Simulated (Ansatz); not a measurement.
# FGeH3···CH3 (doublet): what the fields show

Input file:

```
crystal:
  periodic: [false, false, false]
  atoms:
    - {symbol: F, position_ang: [-1.691944, 0.448019, 0.619355]}
    - {symbol: Ge, position_ang: [-0.727439, 1.363355, -0.511304]}
    - {symbol: C, position_ang: [0.977069, -1.637833, 0.558424]}
    - {symbol: H, position_ang: [0.564557, 1.738539, 0.221722]}
    - {symbol: H, position_ang: [-1.574187, 2.592230, -0.869272]}
    - {symbol: H, position_ang: [-0.485668, 0.450110, -1.717518]}
    - {symbol: H, position_ang: [1.859419, -1.285377, 1.073007]}
    - {symbol: H, position_ang: [1.081706, -2.221392, -0.345020]}
    - {symbol: H, position_ang: [-0.003813, -1.447652, 0.970706]}
basis:
  gaussian: {orbitals: def2-TZVPP}
magnetization: {spin_polarized: true, initial_magnetization: 1}
hamiltonian: {xc: pbe0, dispersion: d4}
output: {orbitals: {seedname: orbitals}}
```

Launched as:

```sh
ansatz run in.yaml --threads 8 --pin off --events-out ev --progress --plain --max-ram 19148MiB
```

The reactant side of a reaction path; geometry: PBE0-D4/def2-TZVP; a saddle point, not a minimum.

These are results of UKS PBE0-D4/def2-TZVPP (Ansatz 0.2.0), not measurements.

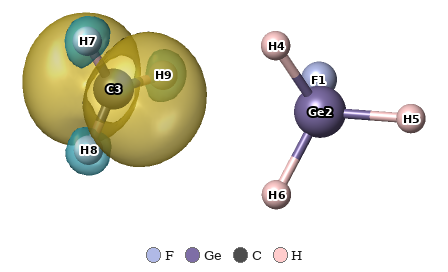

Figure 1. Isosurfaces of the spin density (α minus β) at +0.02 (yellow) and −0.02 e/Å³ (cyan), seen at a tilt.

### Describe the spin distribution.

The unpaired spin (1 electron) lies mostly on C3 (about 0.8), in electrons by Hirshfeld's partition.

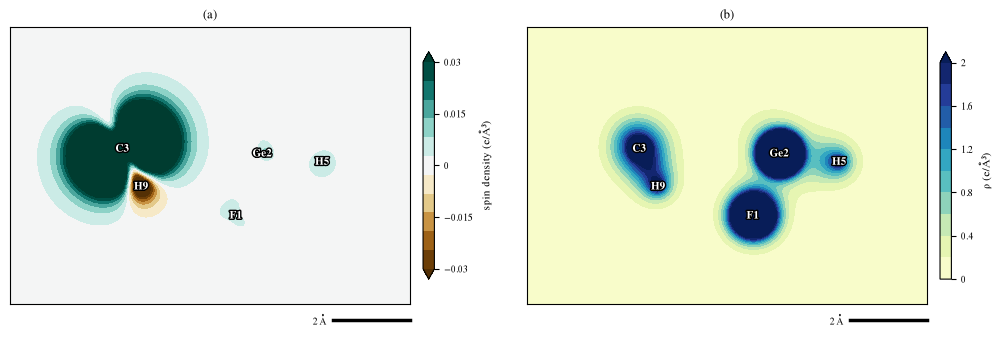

Figure 2. (a) spin density (α minus β); (b) electron density on the plane of atoms F1, Ge2 and H5.

### Read the bonding off the picture.

The plane passes through F, Ge, C and H nuclei. C3···Ge2 (3.61 Å): the density falls to about 0.03 e/Å³ on the way; a weak contact between the two molecules. Ge–F (1.75 Å): ρ at the midpoint is about 0.95 e/Å³. C–H (1.08 Å): ρ at the midpoint is about 2.1 e/Å³. Ge–H (1.53 Å): the density is about 1.1 e/Å³ at the midpoint.

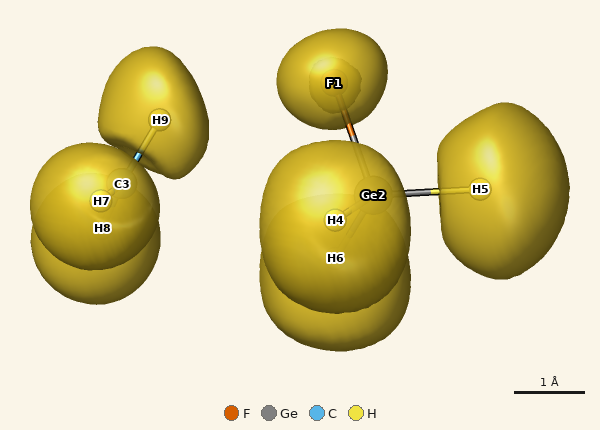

Figure 3. Isosurface of the electron localisation function at 0.75 (yellow), seen from one side. Only the valence region is drawn (cores and ρ < 0.01 e/Å³ removed).

### Where are the electrons localised?

The ELF exceeds this value in six regions around hydrogen nuclei and one region wrapped around F (its valence shell). Along the contacts the grid gives the following. C3···Ge2 (3.61 Å): the ELF dips to about 0 between them: a weak contact between the two molecules. Ge–F (1.75 Å): the ELF peaks at about 0.80 in the valence shell of F, 0.5 Å from its nucleus, and is about 0.25 at the midpoint.

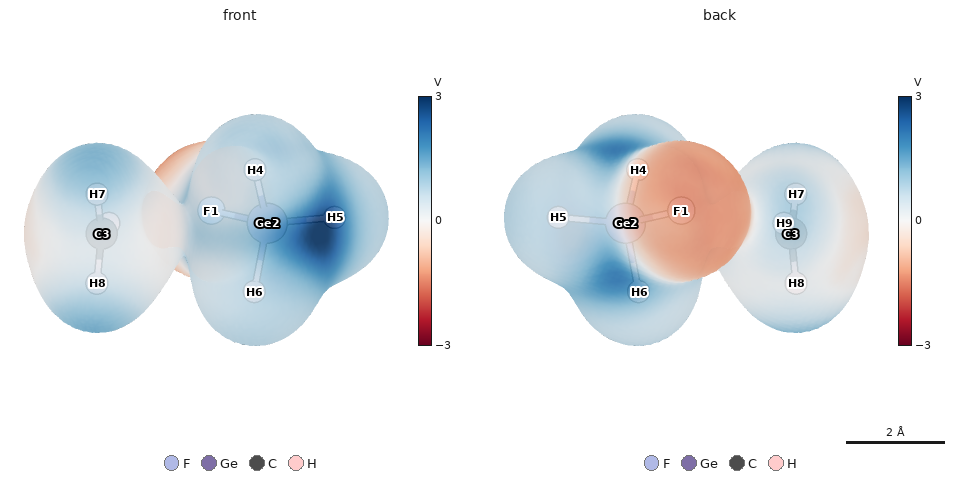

Figure 4. The molecular electrostatic potential painted on the density surface at 0.004 e/bohr³, seen from the front and from behind; red is negative and blue positive.

### Where is the surface potential most negative and most positive?

The most negative region (about −1.4 V) lies over F1, the most positive (about +2.9 V) over Ge2.
